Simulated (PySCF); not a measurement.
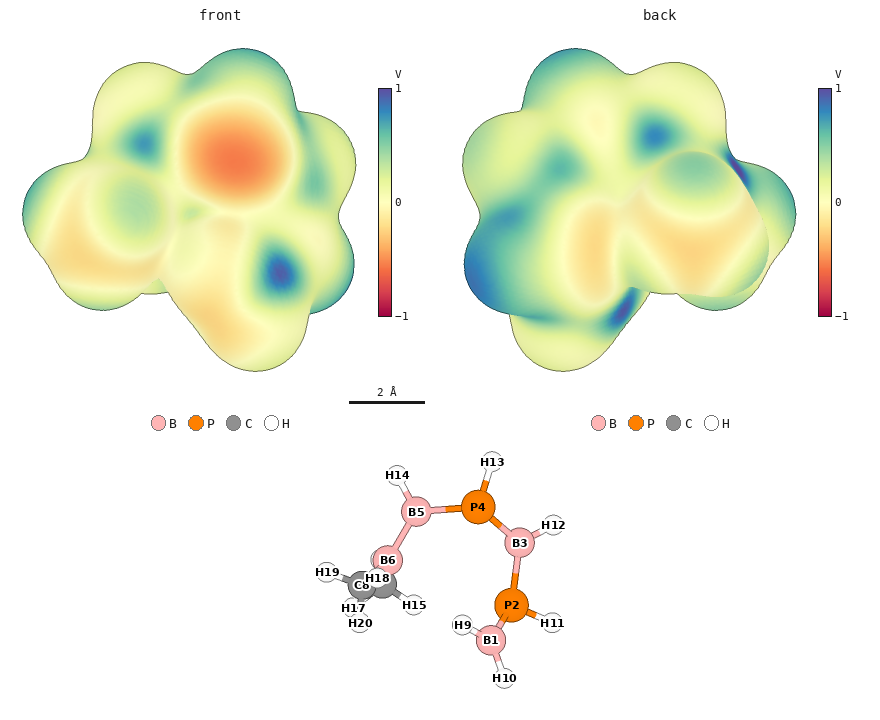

*C₂H₁₂B₄P₂. The molecular electrostatic potential painted on the density surface at 0.002 e/bohr³, seen from the front and from behind; red is negative and blue positive. The bare structure is drawn below in the same view.*

Geometry: GFN2-xTB.

Computed with PBE0/pcSseg-1, SCF density, gas phase, non-relativistic (PySCF).

```xyz
20

B     2.0732   -1.1453    1.1359
P     2.4246   -0.0477   -0.2515
B     1.9315    1.7194   -0.1107
P     0.3277    2.2587    0.5954
B    -1.2114    1.4411    0.0287
B    -1.4159   -0.1814   -0.1330
C    -1.1114   -0.9366   -1.4937
C    -1.9913   -1.0683    1.0505
H     1.0568   -1.0174    1.7002
H     2.8155   -2.0064    1.4075
H     3.7625   -0.0900   -0.5845
H     2.6921    2.5388   -0.4638
H     0.2383    3.6103    0.3126
H    -2.1018    2.1919   -0.1472
H    -0.0404   -1.1554   -1.5092
H    -1.3108   -0.3393   -2.3815
H    -1.6278   -1.8882   -1.6003
H    -1.7992   -0.6666    2.0434
H    -3.0761   -1.1083    0.9391
H    -1.6413   -2.0987    1.0253
```

Q: Which sites attract a positive test charge, and which a negative one?

A: A positive charge is drawn to the negative regions and a negative charge to the positive ones. The most negative region (about −0.5 V, or −12 kcal/mol for a unit charge) lies over P4, the most positive (about +0.9 V, or +21 kcal/mol for a unit charge) over B1 and B6.
